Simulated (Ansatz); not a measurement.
## BN: pressure series

Start from BN in the h-BN type structure (space group P6_3/mmc, No. 194; a = 2.501 Å, c = 6.526 Å; layered, stacked along the Cartesian z axis).

Cell and atoms are relaxed at each pressure.

All numbers come from Ansatz (a first-principles code), r2SCAN+rVV10, PAW, cutoff 500 eV, no spin-orbit coupling.

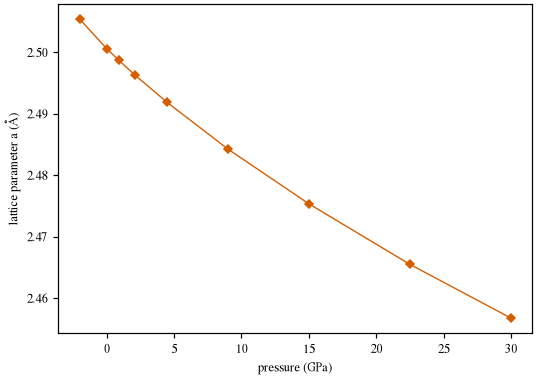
Fig. 1. Lattice parameter a against pressure

```tsv
pressure (GPa)	lattice parameter a
-2	2.505 Å
0.9	2.499 Å
2.1	2.496 Å
4.5	2.492 Å
9	2.484 Å
15	2.475 Å
22.5	2.465 Å
30	2.457 Å
```

From pressure 22.5 GPa on, the axis ratios lie over 15 % from the base's, so the cell there is far from its starting form. Load acts through the strain it causes; cell and atoms are relaxed under it. No phonon test of stability was made. Competing high-pressure phases were not computed.
